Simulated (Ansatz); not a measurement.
```yaml
crystal:
  periodic: [false, false, false]
  atoms:
    - {symbol: F, position_ang: [1.015800, 0.259300, 1.673200]}
    - {symbol: C, position_ang: [0.206000, 0.794600, 0.580200]}
    - {symbol: Si, position_ang: [-0.389300, -0.303200, -0.607100]}
    - {symbol: Br, position_ang: [-1.794700, -1.737400, -1.502700]}
    - {symbol: H, position_ang: [0.857100, 1.368300, 0.124900]}
basis:
  gaussian: {orbitals: def2-TZVPP}
total_charge: 1
hamiltonian: {xc: {name: BLYP}, dispersion: d4}
output: {forces: true}
```

Geometry: atoms displaced at random (about 0.13 Å) from a stationary point of GFN2-xTB.

Work out the structure from the coordinates.

Formula CHBrFSi⁺. Its SMILES string is `F/C=[Si+]\Br`. Among its groups: C–F bond. Coordination: 1 C trigonal pyramidal; 1 Si bent.

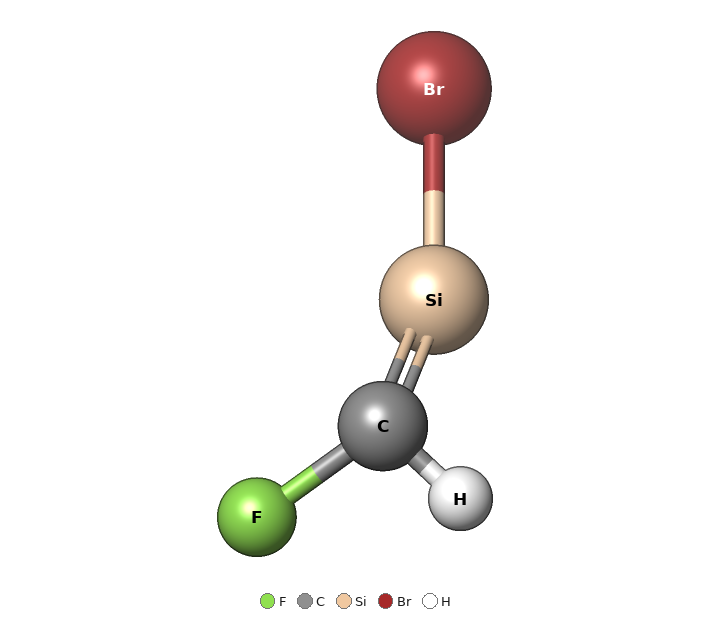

The picture comes from a calculation with Ansatz.
